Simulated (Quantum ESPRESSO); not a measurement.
## Commensurate spirals of MnRh

Wanted: E(q) of MnRh at simple fractions of a reciprocal vector.

Main program and level: Quantum ESPRESSO 7.5; LDA; plane waves with GBRV 1.5 LDA potentials, no spin-orbit coupling, flat spiral in a supercell.

### Step 1. Set-up

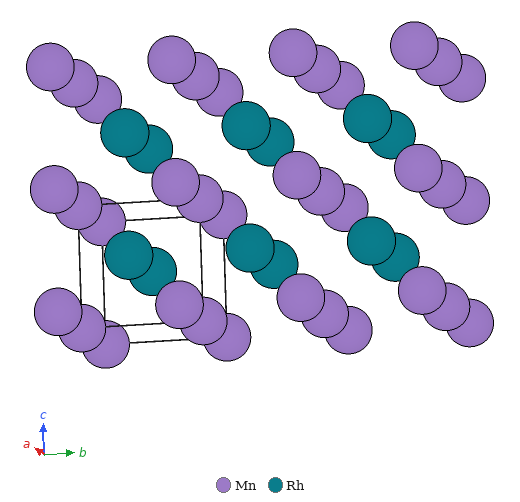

The cell as given, from a free direction (manganese light purple, rhodium blue). 2×3×2 cells are drawn. Some periodic images of atoms are drawn too.

The cell comes from the Crystallography Open Database.

### Step 2. Parallel moments, one cell

Input file pw.in:

```
&CONTROL
  calculation = 'scf'
  prefix = 'pwscf'
  outdir = './tmp'
  pseudo_dir = './pseudo'
  disk_io = 'nowf'
/
&SYSTEM
  ibrav = 0
  nat = 2
  ntyp = 2
  ecutwfc = 34
  ecutrho = 238
  nbnd = 44
  occupations = 'smearing'
  smearing = 'fd'
  degauss = 0.00734986
  noncolin = .true.
  starting_magnetization(1) = 0.2333
  angle1(1) = 90
  angle2(1) = 0
  starting_magnetization(2) = 0
/
&ELECTRONS
  conv_thr = 2d-08
  electron_maxstep = 150
  mixing_beta = 0.3
/
ATOMIC_SPECIES
Mn     54.9380 mn_lda_v1.5.uspp.F.UPF
Rh    102.9055 rh_lda_v1.4.uspp.F.UPF
CELL_PARAMETERS bohr
   5.7523263234    0.0000000000    0.0000000000
   0.0000000000    5.7523263234    0.0000000000
   0.0000000000    0.0000000000    5.7523263234
ATOMIC_POSITIONS crystal
Mn      0.0000000000    0.0000000000    0.0000000000
Rh      0.5000000000    0.5000000000    0.5000000000
K_POINTS automatic
6 6 12 0 0 0
```

Run with:

```
$ OMP_NUM_THREADS=1 mpirun -n 4 pw.x -nk 4 -in pw.in > pw.out
```

The program printed:

```text
Program PWSCF v.7.5 starts

     Message from routine setup:
     using ibrav=0 with symmetry is DISCOURAGED, use correct ibrav instead

     K-points division:     npool     =       4
     Subspace diagonalization in iterative solution of the eigenvalue problem:

     G-vector sticks info
     --------------------
     sticks:   dense  smooth     PW     G-vecs:    dense   smooth      PW
     Sum         621     357    121                11753     5041    1021

     Using Slab Decomposition

     bravais-lattice index     =            0
     lattice parameter (alat)  =       5.7523  a.u.
     unit-cell volume          =     190.3402 (a.u.)^3
     number of atoms/cell      =            2
     number of atomic types    =            2
     number of electrons       =        30.00
     number of Kohn-Sham states=           44
     kinetic-energy cutoff     =      34.0000  Ry
     charge density cutoff     =     238.0000  Ry
     scf convergence threshold =      2.0E-08
     mixing beta               =       0.3000
     number of iterations used =            8  plain     mixing
     Exchange-correlation=  SLA  PZ   NOGX NOGC
                           (   1   1   0   0   0   0   0)
     Noncollinear calculation without spin-orbit

     celldm(1)=   5.752326  celldm(2)=   0.000000  celldm(3)=   0.000000
     celldm(4)=   0.000000  celldm(5)=   0.000000  celldm(6)=   0.000000

     crystal axes: (cart. coord. in units of alat)
               a(1) = (   1.000000   0.000000   0.000000 )
               a(2) = (   0.000000   1.000000   0.000000 )
               a(3) = (   0.000000   0.000000   1.000000 )

     reciprocal axes: (cart. coord. in units 2 pi/alat)
               b(1) = (  1.000000  0.000000  0.000000 )
               b(2) = (  0.000000  1.000000  0.000000 )
               b(3) = (  0.000000  0.000000  1.000000 )

     PseudoPot. # 1 for Mn read from file:
     mn_lda_v1.5.uspp.F.UPF
     Pseudo is Ultrasoft + core correction, Zval = 15.0
     Generated by new atomic code, or converted to UPF format
     Using radial grid of  859 points,  6 beta functions with:
                l(1) =   0
                l(2) =   0
                l(3) =   1
                l(4) =   1
                l(5) =   2
                l(6) =   2
     Q(r) pseudized with  8 coefficients,  rinner =    0.950   0.950   0.950
                                                       0.950   0.950

     PseudoPot. # 2 for Rh read from file:
     rh_lda_v1.4.uspp.F.UPF
     Pseudo is Ultrasoft + core correction, Zval = 15.0
     Generated by new atomic code, or converted to UPF format
     Using radial grid of  969 points,  7 beta functions with:
                l(1) =   0
                l(2) =   0
                l(3) =   1
                l(4) =   1
                l(5) =   2
                l(6) =   2
                l(7) =   2
     Q(r) pseudized with  8 coefficients,  rinner =    1.200   1.200   1.200
                                                       1.200   1.200

     atomic species   valence    mass     pseudopotential
     Mn               15.00    54.93800     Mn( 1.00)
     Rh               15.00   102.90550     Rh( 1.00)

     16 Sym. Ops., with inversion, found

   Cartesian axes

     site n.     atom                  positions (alat units)
         1        Mn     tau(   1) = (   0.0000000   0.0000000   0.0000000  )
         2        Rh     tau(   2) = (   0.5000000   0.5000000   0.5000000  )

     number of k points=   118  Fermi-Dirac smearing, width (Ry)=  0.0073

     Number of k-points >= 100: set verbosity='high' to print them.

     Dense  grid:    11753 G-vectors     FFT dimensions: (  30,  30,  30)

     Smooth grid:     5041 G-vectors     FFT dimensions: (  24,  24,  24)

     Check: negative core charge=   -0.000022
     Generating pointlists ...
     new r_m :   0.3572 (alat units)  2.0549 (a.u.) for type    1
     new r_m :   0.3572 (alat units)  2.0549 (a.u.) for type    2

     Initial potential from superposition of free atoms

     starting charge      28.9999, renormalised to      30.0000

     negative rho (up, down):  5.528E-02 0.000E+00

 ==============================================================================
     atom number    1 relative position :    0.0000   0.0000   0.0000
     charge :    13.809914  (integrated on a sphere of radius 0.357)
     magnetization :          3.153175    0.000000    0.000000
     magnetization/charge:    0.228327    0.000000    0.000000
     polar coord.: r, theta, phi [deg] :     3.153175   90.000000    0.000000

 ==============================================================================

 ==============================================================================
     atom number    2 relative position :    0.5000   0.5000   0.5000
     charge :    13.390654  (integrated on a sphere of radius 0.357)
     magnetization :          0.065581    0.000000    0.000000
     magnetization/charge:    0.004898    0.000000    0.000000
     polar coord.: r, theta, phi [deg] :     0.065581   90.000000    0.000000

 ==============================================================================
     Starting wfcs are   50 randomized atomic wfcs

     Self-consistent Calculation

     iteration #  1     ecut=    34.00 Ry     beta= 0.30
     Davidson diagonalization with overlap
     ethr =  1.00E-02,  avg # of iterations =  3.1

     negative rho (up, down):  5.581E-02 0.000E+00

     total energy              =    -382.06793384 Ry
     estimated scf accuracy    <       2.11088874 Ry

     total magnetization       =     3.07    -0.00    -0.00 Bohr mag/cell
     absolute magnetization    =     3.07 Bohr mag/cell

     iteration #  2     ecut=    34.00 Ry     beta= 0.30
     Davidson diagonalization with overlap
     ethr =  7.04E-03,  avg # of iterations =  2.2

     negative rho (up, down):  5.680E-02 0.000E+00

     total energy              =    -381.80753223 Ry
     estimated scf accuracy    <       6.10090187 Ry

     total magnetization       =     2.06    -0.00    -0.00 Bohr mag/cell
     absolute magnetization    =     2.08 Bohr mag/cell

     iteration #  3     ecut=    34.00 Ry     beta= 0.30
     Davidson diagonalization with overlap
     ethr =  7.04E-03,  avg # of iterations =  1.1

     negative rho (up, down):  5.684E-02 0.000E+00

     total energy              =    -382.45610735 Ry
     estimated scf accuracy    <       0.77702940 Ry

     total magnetization       =     3.43    -0.00    -0.00 Bohr mag/cell
     absolute magnetization    =     3.44 Bohr mag/cell

     [... further iterations left out ...]

     iteration # 10     ecut=    34.00 Ry     beta= 0.30
     Davidson diagonalization with overlap
     ethr =  4.08E-08,  avg # of iterations =  1.3

     negative rho (up, down):  5.645E-02 0.000E+00

     total energy              =    -382.50550578 Ry
     estimated scf accuracy    <       0.00000143 Ry

     total magnetization       =     4.09     0.00    -0.00 Bohr mag/cell
     absolute magnetization    =     4.12 Bohr mag/cell

     iteration # 11     ecut=    34.00 Ry     beta= 0.30
     Davidson diagonalization with overlap
     ethr =  4.75E-09,  avg # of iterations =  1.2

     negative rho (up, down):  5.645E-02 0.000E+00

     total energy              =    -382.50550578 Ry
     estimated scf accuracy    <       0.00000050 Ry

     total magnetization       =     4.09     0.00     0.00 Bohr mag/cell
     absolute magnetization    =     4.12 Bohr mag/cell

     iteration # 12     ecut=    34.00 Ry     beta= 0.30
     Davidson diagonalization with overlap
     ethr =  1.65E-09,  avg # of iterations =  1.1

     negative rho (up, down):  5.645E-02 0.000E+00

     total energy              =    -382.50550582 Ry
     estimated scf accuracy    <       0.00000004 Ry

     total magnetization       =     4.09     0.00     0.00 Bohr mag/cell
     absolute magnetization    =     4.12 Bohr mag/cell

     iteration # 13     ecut=    34.00 Ry     beta= 0.30
     Davidson diagonalization with overlap
     ethr =  1.35E-10,  avg # of iterations =  2.1

     negative rho (up, down):  5.645E-02 0.000E+00

 ==============================================================================
     atom number    1 relative position :    0.0000   0.0000   0.0000
     charge :    13.498933  (integrated on a sphere of radius 0.357)
     magnetization :          3.387129    0.000000   -0.000000
     magnetization/charge:    0.250918    0.000000   -0.000000
     polar coord.: r, theta, phi [deg] :     3.387129   90.000000    0.000000

 ==============================================================================

 ==============================================================================
     atom number    2 relative position :    0.5000   0.5000   0.5000
     charge :    13.031034  (integrated on a sphere of radius 0.357)
     magnetization :          0.578652   -0.000000    0.000000
     magnetization/charge:    0.044406   -0.000000    0.000000
     polar coord.: r, theta, phi [deg] :     0.578652   90.000000   -0.000000

 ==============================================================================

     End of self-consistent calculation

     Number of k-points >= 100: set verbosity='high' to print the bands.

     the Fermi energy is    17.4930 ev

!    total energy              =    -382.50550583 Ry
     estimated scf accuracy    <          7.4E-10 Ry
     smearing contrib. (-TS)   =      -0.00393104 Ry
     internal energy E=F+TS    =    -382.50157479 Ry

     The total energy is F=E-TS. E is the sum of the following terms:
     one-electron contribution =    -123.16693578 Ry
     hartree contribution      =      81.41936720 Ry
     xc contribution           =     -56.05961296 Ry
     ewald contribution        =    -284.69439325 Ry

     total magnetization       =     4.09     0.00     0.00 Bohr mag/cell
     absolute magnetization    =     4.12 Bohr mag/cell

     convergence has been achieved in  13 iterations

=------------------------------------------------------------------------------=
   JOB DONE.
=------------------------------------------------------------------------------=
```

Elapsed: 29 s, on 4 MPI ranks of Arm Neoverse V2, shared host; peak memory 0.38 GiB; 1.9 min of CPU time.

Spin moment in the atom's sphere by atom:

| atom | x (μB) | y (μB) | z (μB) | size |
| --- | --- | --- | --- | --- |
| Mn1 | 3.39 | 0.00 | 0.00 | 3.39 |
| Rh2 | 0.58 | 0.00 | 0.00 | 0.58 |

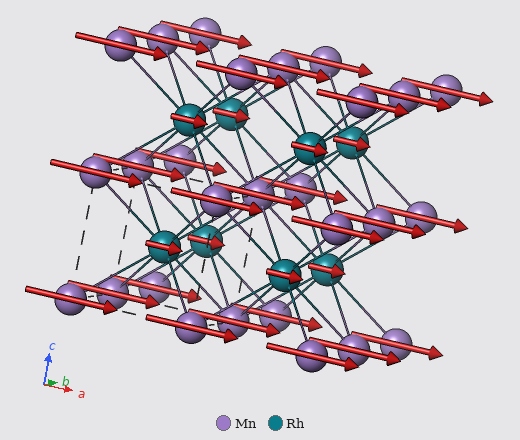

Spin moment in the atom's sphere as arrows, the longest 3.39 μB. Each arrow also spans its atom, so small moments look longer than they are. 2×2×2 cells are drawn. Some periodic images of atoms are drawn too.

Read from the output:

```yaml
smearing_term_ts: 0.05348 eV
magnetization: 4.088, 0, 0 μB
absolute_magnetization: 4.119 μB
final_state: ferromagnetic
```

### Step 3. One turn in 2 cells along the input cell's c

Neighbouring cells are turned by 180° in the xy plane; the cell holds 4 atoms.

Input file pw.in:

```
&CONTROL
  calculation = 'scf'
  prefix = 'pwscf'
  outdir = './tmp'
  pseudo_dir = './pseudo'
  disk_io = 'nowf'
/
&SYSTEM
  ibrav = 0
  nat = 4
  ntyp = 4
  ecutwfc = 34
  ecutrho = 238
  nbnd = 78
  occupations = 'smearing'
  smearing = 'fd'
  degauss = 0.00734986
  noncolin = .true.
  starting_magnetization(1) = 0.2333
  angle1(1) = 90
  angle2(1) = 0
  starting_magnetization(2) = 0.2333
  angle1(2) = 90
  angle2(2) = 180
  starting_magnetization(3) = 0
  starting_magnetization(4) = 0
/
&ELECTRONS
  conv_thr = 4d-08
  electron_maxstep = 150
  mixing_beta = 0.3
/
ATOMIC_SPECIES
Mn1    54.9380 mn_lda_v1.5.uspp.F.UPF
Mn2    54.9380 mn_lda_v1.5.uspp.F.UPF
Rh1   102.9055 rh_lda_v1.4.uspp.F.UPF
Rh2   102.9055 rh_lda_v1.4.uspp.F.UPF
CELL_PARAMETERS bohr
   5.7523263234    0.0000000000    0.0000000000
   0.0000000000    5.7523263234    0.0000000000
   0.0000000000    0.0000000000   11.5046526467
ATOMIC_POSITIONS crystal
Mn1     0.0000000000    0.0000000000    0.0000000000
Mn2     0.0000000000    0.0000000000    0.5000000000
Rh1     0.5000000000    0.5000000000    0.2500000000
Rh2     0.5000000000    0.5000000000    0.7500000000
K_POINTS automatic
6 6 6 0 0 0
```

The program printed:

```text
     [... lines left out ...]
Program PWSCF v.7.5 starts
     [... lines left out ...]
     number of atoms/cell      =            4
     [... lines left out ...]
     number of electrons       =        60.00
     number of Kohn-Sham states=           78
     kinetic-energy cutoff     =      34.0000  Ry
     charge density cutoff     =     238.0000  Ry
     scf convergence threshold =      4.0E-08
     [... lines left out ...]
     Noncollinear calculation without spin-orbit
     [... lines left out ...]
      4 Sym. Ops. (no inversion) found
     [... lines left out ...]
     number of k points=    96  Fermi-Dirac smearing, width (Ry)=  0.0073
     [... lines left out ...]
     iteration # 15     ecut=    34.00 Ry     beta= 0.30
     [... lines left out ...]
     atom number    1 relative position :    0.0000   0.0000   0.0000
     [... lines left out ...]
     magnetization :          3.422835   -0.000000    0.000000
     [... lines left out ...]
     atom number    2 relative position :    0.0000   0.0000   1.0000
     [... lines left out ...]
     magnetization :         -3.422858   -0.000000    0.000000
     [... lines left out ...]
     atom number    3 relative position :    0.5000   0.5000   0.5000
     [... lines left out ...]
     magnetization :          0.000052   -0.000000   -0.000000
     [... lines left out ...]
     atom number    4 relative position :    0.5000   0.5000   1.5000
     [... lines left out ...]
     magnetization :          0.000056   -0.000000    0.000000
     [... lines left out ...]
     the Fermi energy is    17.4502 ev
!    total energy              =    -764.99945589 Ry
     estimated scf accuracy    <       0.00000001 Ry
     smearing contrib. (-TS)   =      -0.01263587 Ry
     [... lines left out ...]
     total magnetization       =     0.00    -0.00     0.00 Bohr mag/cell
     absolute magnetization    =     7.34 Bohr mag/cell
     convergence has been achieved in  15 iterations
```

The job ended after 1.9 min (4 MPI ranks; peak memory 0.71 GiB; 7.5 min of CPU time).

Spin moment in the atom's sphere by atom:

| atom | x (μB) | y (μB) | z (μB) | size |
| --- | --- | --- | --- | --- |
| Mn1 | 3.42 | 0.00 | 0.00 | 3.42 |
| Mn2 | -3.42 | 0.00 | 0.00 | 3.42 |
| Rh3 | 0.00 | 0.00 | 0.00 | 0.00 |
| Rh4 | 0.00 | 0.00 | 0.00 | 0.00 |

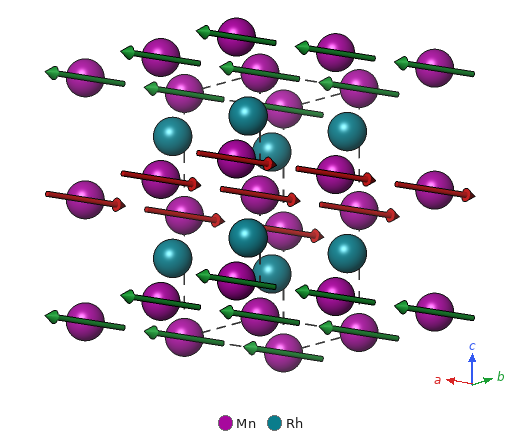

Spin moment in the atom's sphere as arrows, the longest 3.42 μB. The two directions have two colours. 2×2×1 cells are drawn. Some periodic images of atoms are drawn too.

Read from the output:

| Property | Result |
| --- | --- |
| smearing term TS | 0.1719 eV |
| magnetization | 0, 0, 0 μB |
| absolute magnetization | 7.345 μB |
| final state | antiferromagnetic |

### Step 4. One turn in 3 cells along the input cell's c

Neighbouring cells are turned by 120° in the xy plane; the cell holds 6 atoms.

Input file pw.in:

```
&CONTROL
  calculation = 'scf'
  prefix = 'pwscf'
  outdir = './tmp'
  pseudo_dir = './pseudo'
  disk_io = 'nowf'
/
&SYSTEM
  ibrav = 0
  nat = 6
  ntyp = 6
  ecutwfc = 34
  ecutrho = 238
  nbnd = 114
  occupations = 'smearing'
  smearing = 'fd'
  degauss = 0.00734986
  noncolin = .true.
  starting_magnetization(1) = 0.2333
  angle1(1) = 90
  angle2(1) = 0
  starting_magnetization(2) = 0.2333
  angle1(2) = 90
  angle2(2) = 120
  starting_magnetization(3) = 0.2333
  angle1(3) = 90
  angle2(3) = -120
  starting_magnetization(4) = 0
  starting_magnetization(5) = 0
  starting_magnetization(6) = 0
/
&ELECTRONS
  conv_thr = 6d-08
  electron_maxstep = 150
  mixing_beta = 0.3
/
ATOMIC_SPECIES
Mn1    54.9380 mn_lda_v1.5.uspp.F.UPF
Mn2    54.9380 mn_lda_v1.5.uspp.F.UPF
Mn3    54.9380 mn_lda_v1.5.uspp.F.UPF
Rh1   102.9055 rh_lda_v1.4.uspp.F.UPF
Rh2   102.9055 rh_lda_v1.4.uspp.F.UPF
Rh3   102.9055 rh_lda_v1.4.uspp.F.UPF
CELL_PARAMETERS bohr
   5.7523263234    0.0000000000    0.0000000000
   0.0000000000    5.7523263234    0.0000000000
   0.0000000000    0.0000000000   17.2569789701
ATOMIC_POSITIONS crystal
Mn1     0.0000000000    0.0000000000    0.0000000000
Mn2     0.0000000000    0.0000000000    0.3333333333
Mn3     0.0000000000    0.0000000000    0.6666666667
Rh1     0.5000000000    0.5000000000    0.1666666667
Rh2     0.5000000000    0.5000000000    0.5000000000
Rh3     0.5000000000    0.5000000000    0.8333333333
K_POINTS automatic
6 6 4 0 0 0
```

The program printed:

```text
     [... lines left out ...]
Program PWSCF v.7.5 starts
     [... lines left out ...]
     number of atoms/cell      =            6
     [... lines left out ...]
     number of electrons       =        90.00
     number of Kohn-Sham states=          114
     kinetic-energy cutoff     =      34.0000  Ry
     charge density cutoff     =     238.0000  Ry
     scf convergence threshold =      6.0E-08
     [... lines left out ...]
     Noncollinear calculation without spin-orbit
     [... lines left out ...]
      2 Sym. Ops. (no inversion) found
     [... lines left out ...]
     number of k points=   108  Fermi-Dirac smearing, width (Ry)=  0.0073
     [... lines left out ...]
     iteration # 20     ecut=    34.00 Ry     beta= 0.30
     [... lines left out ...]
     atom number    1 relative position :    0.0000   0.0000   0.0000
     [... lines left out ...]
     magnetization :          3.422641    0.000186    0.000000
     [... lines left out ...]
     atom number    2 relative position :    0.0000   0.0000   1.0000
     [... lines left out ...]
     magnetization :         -1.710965    2.964451   -0.000000
     [... lines left out ...]
     atom number    3 relative position :    0.0000   0.0000   2.0000
     [... lines left out ...]
     magnetization :         -1.711062   -2.964458    0.000000
     [... lines left out ...]
     atom number    4 relative position :    0.5000   0.5000   0.5000
     [... lines left out ...]
     magnetization :          0.120199    0.208038   -0.000000
     [... lines left out ...]
     atom number    5 relative position :    0.5000   0.5000   1.5000
     [... lines left out ...]
     magnetization :         -0.240042   -0.000019   -0.000000
     [... lines left out ...]
     atom number    6 relative position :    0.5000   0.5000   2.5000
     [... lines left out ...]
     magnetization :          0.120173   -0.208016   -0.000000
     [... lines left out ...]
     the Fermi energy is    17.4788 ev
!    total energy              =   -1147.50661169 Ry
     estimated scf accuracy    <       0.00000003 Ry
     smearing contrib. (-TS)   =      -0.01600379 Ry
     [... lines left out ...]
     total magnetization       =     0.00     0.00     0.00 Bohr mag/cell
     absolute magnetization    =    11.60 Bohr mag/cell
     convergence has been achieved in  20 iterations
```

Wall time 6.9 min (4 MPI ranks); peak memory 1.3 GiB; 28 min of CPU time.

Spin moment in the atom's sphere by atom:

| atom | x (μB) | y (μB) | z (μB) | size |
| --- | --- | --- | --- | --- |
| Mn1 | 3.42 | 0.00 | 0.00 | 3.42 |
| Mn2 | -1.71 | 2.96 | 0.00 | 3.42 |
| Mn3 | -1.71 | -2.96 | 0.00 | 3.42 |
| Rh4 | 0.12 | 0.21 | 0.00 | 0.24 |
| Rh5 | -0.24 | 0.00 | 0.00 | 0.24 |
| Rh6 | 0.12 | -0.21 | 0.00 | 0.24 |

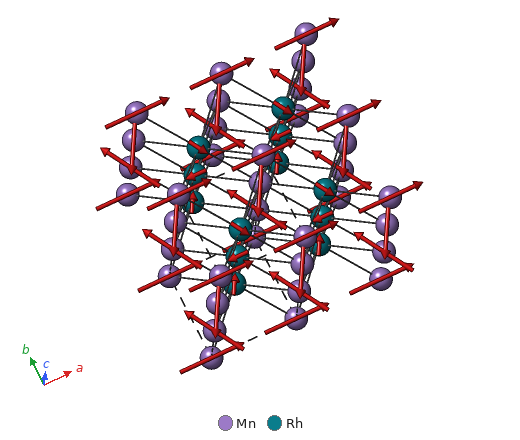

Spin moment in the atom's sphere as arrows, the longest 3.42 μB. Each arrow also spans its atom, so small moments look longer than they are. 2×2×1 cells are drawn. Some periodic images of atoms are drawn too.

This step gave:

- smearing term TS: 0.2177 eV
- magnetization: 0.001, 0, 0 μB
- absolute magnetization: 11.60 μB
- final state: non-collinear

[end of part 1 of 2]

[Logs and program files are shortened in this print: banners, set-up blocks, solver, clock and traceback lines can be left out without a mark of their own.]

[Logs are printed without paths, hosts, clocks, repeated set-up lines and the standing remarks that a program may print on its own settings, such as how far it seeks lower states.]

[Hosts, paths, dates, database ids (printed as entryN), source tags and the programs' standing remarks are cut or masked in the printed files.]

[Where a cell is said to come from a database of computed structures, the database is the Materials Project.]
